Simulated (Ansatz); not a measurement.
# C2H5AlBF: the cost of one run

Program: Ansatz 0.2.0, Gaussian basis. Level of theory: the settings change from run to run. These are calculated values, not measurements.

## 1. The molecule

An earlier PBE0-D4 in a triple-zeta def2 set relaxation fixed the geometry.

SMILES `C[B]1[AlH][CH]1F`, 10 atoms, charge 0, spin multiplicity 1.

Atoms are counted from 1 here; the program's logs count them from 0.

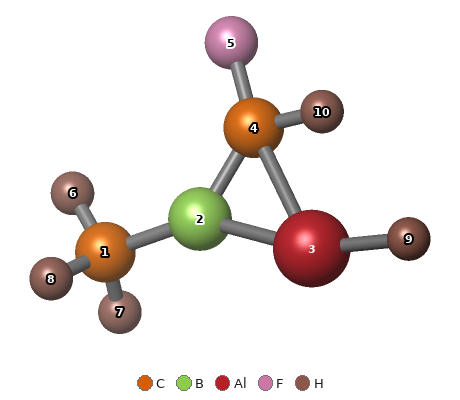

The geometry (carbon orange, boron green, aluminium red, fluorine pink, hydrogen brown); atoms are numbered from 1 in the order of the file.

## 2. wPBEh/6-31++G**

This run has atoms shaken by 0.08 Å, high accuracy.

The input, in.yaml:

```yaml
crystal:
  periodic: [false, false, false]
  atoms:
    - {symbol: C, position_ang: [-1.673430, 0.190014, 0.120190]}
    - {symbol: B, position_ang: [-0.132254, -0.069039, -0.149240]}
    - {symbol: Al, position_ang: [1.347741, -0.806637, -1.524038]}
    - {symbol: C, position_ang: [1.049275, 0.224511, 0.596612]}
    - {symbol: F, position_ang: [0.961399, 0.611490, 1.910648]}
    - {symbol: H, position_ang: [-1.836624, 0.661662, 1.160792]}
    - {symbol: H, position_ang: [-2.199662, 0.940444, -0.607356]}
    - {symbol: H, position_ang: [-2.349946, -0.828132, -0.047310]}
    - {symbol: H, position_ang: [2.772783, -1.234994, -1.703868]}
    - {symbol: H, position_ang: [2.191677, -0.088036, 0.313849]}
basis:
  gaussian: {orbitals: "6-31++G**"}
hamiltonian: {xc: {name: wPBEh}}
accuracy: high
output: {forces: true}
```

The run is started by

```
ansatz run in.yaml --threads 2 --pin off --events-out ev --progress --plain --max-ram 4352MiB
```

**Question.** How long does this run take on 2 threads of Arm Neoverse V2, shared host, and how much memory does it need?

About 12 s, with a peak of 0.56 GiB.
